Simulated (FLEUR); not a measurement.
Convergence study of the basis cutoff for LuBi (I4mm, 2 atoms in the cell)

```
LuBi
1.0
    0.00000     3.11748     3.11748
    3.11748     0.00000     3.11748
    3.11748     3.11748     0.00000
Lu Bi
1 1
Direct
  0.50802   0.50802   0.49198
  0.00000   0.00000   0.00000
```

Level of theory: LDA (Perdew-Zunger), all-electron FLAPW (FLEUR), scalar-relativistic valence.

Base settings: Kmax = 3.8 1/bohr; GmaxXC = 15.2 1/bohr; xcFunctional = pz; jspins = 1; l_soc = F; mode = hist; fermiSmearingEnergy = 0.00367493 Htr; mesh (inpgen div1-3) = 3 3 3; inpgen gamma flag = false; Gmax = 15.2 1/bohr.

Moved along: Gmax, GmaxXC.

The mesh stays at the base's, so the ladder's end is converged at best in this setting alone.

Only quantities that move along the ladder and can be compared are tabulated.

Core times come from one kind of shared machine, to one figure; runs under 30 s give none.

The starting cell comes from a database of computed structures (which also holds hypothetical and non-ambient phases and stackings), without a prior relaxation at this level. Its lattice was rescaled by up to half a per cent. One atom was moved a little off its site on purpose. Values depend on the basis (sphere radii, cutoffs, local orbitals), which need not be converged.

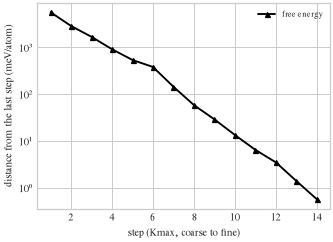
Distance from the last step along the ladder; very small values are drawn at a floor.

```csv
Kmax,free energy less the last step's (meV/atom),largest difference of a force vector from the last step's (eV/Å),core time / last (rough)
2.25 1/bohr,5646.08,0.271,–
2.4 1/bohr,2874.72,0.089,–
2.55 1/bohr,1683.91,0.042,–
2.69 1/bohr,914.16,0.010,–
2.82 1/bohr,538.29,0.011,–
2.94 1/bohr,381.55,0.006,–
3.18 1/bohr,144.02,0.002,–
3.4 1/bohr,58.40,0.000,0.4
3.6 1/bohr,28.94,0.000,0.4
3.8 1/bohr,13.41,0.000,0.5
3.99 1/bohr,6.45,0.000,0.6
4.16 1/bohr,3.49,0.000,0.7
4.42 1/bohr,1.39,0.000,0.7
4.65 1/bohr,0.57,0.000,0.9
5.03 1/bohr,0.00,0.000,1
```

Coarsest Kmax that holds the free energy within 5 meV/atom of the last step, with all finer ones: 4.16 1/bohr; the step before is off by 6.4 meV/atom.

Coarsest Kmax that holds the forces within 0.02 eV/Å of the last step, with all finer ones: 2.69 1/bohr; the step before is off by 0.042 eV/Å.
